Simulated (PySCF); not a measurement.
H7NPSi2, charge −1, SMILES `[SiH3]N([SiH3])[PH-]`.

PySCF calculation, CAM-B3LYP/def2-SVPD, gas phase; geometry: GFN2-xTB. No frequency check shows the geometry to be a minimum. GFN2-xTB bond lengths at metals and heavier atoms can be off by up to 0.1 Å and shapes distorted, which carries into these values.

Geometry (Å), atoms numbered from 1:

```
Si1      1.8210    0.1385   -0.0299
N2       0.1627    0.0390    0.3248
Si3     -1.1569    1.0923   -0.0358
P4      -0.7920   -1.3974   -0.1321
H5       2.2902    1.4250    0.5143
H6       2.5147   -0.9691    0.6403
H7       2.2239    0.1036   -1.4546
H8      -0.6081    2.4809    0.1959
H9      -1.6231    1.1429   -1.4305
H10     -2.2100    0.9472    0.9747
H11     -1.1446   -1.6739    1.1882
```

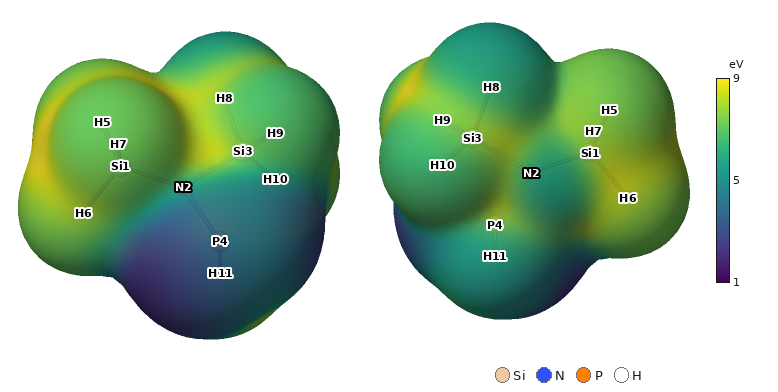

Average local ionisation energy on the surface of electron density 0.001 a.u. (back view left, front view right).

Question: Where are the most loosely bound electrons on this surface?

Answer: The lowest value is 1.9 eV, 2.6 Å from P4. Further minima include 2.6 eV, 2.5 Å from P4; 5.4 eV, 1.6 Å from H8; 5.8 eV, 2.0 Å from N2. For comparison, the highest occupied orbital lies at −1.1 eV.
